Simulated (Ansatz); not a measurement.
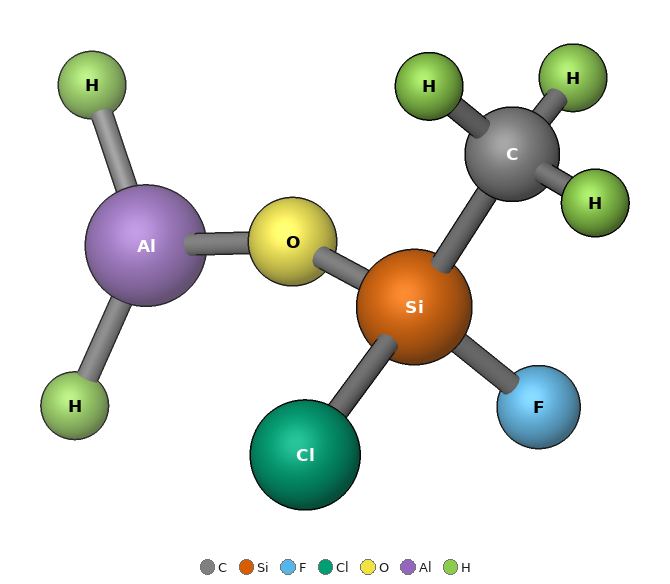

The computed structure is the end point of a PBE0-D4/def2-TZVP optimisation. No frequency run is at hand to confirm it as a minimum. Program: Ansatz 0.2.0.

Compare HOMO–LUMO gap (eV), dipole (D) at these levels: B3LYP-D4/def2-TZVPP; PBE-D4/def2-TZVPP; r2SCAN-D4/def2-TZVPP; ωB97M-V/def2-TZVPP.

```csv
level,HOMO–LUMO gap (eV),dipole (D)
B3LYP-D4/def2-TZVPP,6.82,1.98
PBE-D4/def2-TZVPP,5.13,1.93
r2SCAN-D4/def2-TZVPP,5.84,1.97
ωB97M-V/def2-TZVPP,11.06,1.96
```
